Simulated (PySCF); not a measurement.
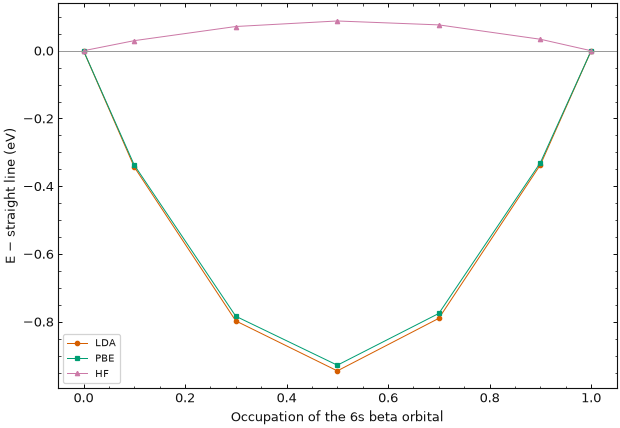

One 6s beta orbital of neutral mercury ([Xe] 4f¹⁴ 5d¹⁰ 6s²) is emptied in steps. The plot gives the energy less the straight line between the integer ends. PySCF, aug-cc-pVTZ-PP with a 60-electron core potential, unrestricted single determinants, no spin-orbit coupling.

What do the curves say about each method?

Answer. LDA: convex (delocalisation error), largest departure −0.94 eV, removal energy 10.87 eV; PBE: convex (delocalisation error), largest departure −0.93 eV, removal energy 10.45 eV; HF: concave (localisation error), largest departure 0.088 eV, removal energy 8.504 eV. The measured removal energy is 10.44 eV. The exact energy is a straight line between whole electron numbers.
